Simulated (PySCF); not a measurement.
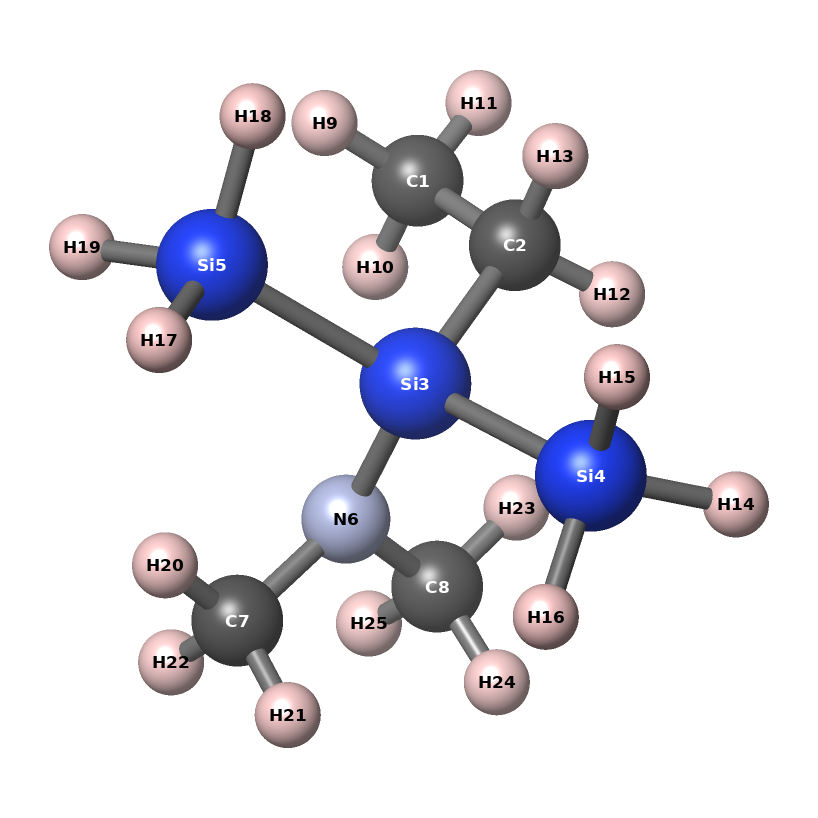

Computed geometry: GFN2-xTB optimisation. No frequency run is at hand to confirm it as a minimum. Electric field gradients from the ground-state density, PBE0/pcSseg-1 (PySCF 2.14.0), non-relativistic apart from any core potentials.

Give the largest field-gradient component, the quadrupole coupling constant and the asymmetry for 14N at N6 (Q = 20.44 mb), 2H at H9 (Q = 2.86 mb), 2H at H10 (Q = 2.86 mb).

```
atom  V_zz (a.u.)  e²qQ/h (MHz)     η
  N6       −1.112         −5.34  0.33
  H9        0.314         0.211  0.03
 H10        0.314         0.211  0.03
```

The geometry is semi-empirical. Around Si such bond lengths and angles can be off by a tenth of an ångström or more and by several degrees, and values that hang on the shape move with them.
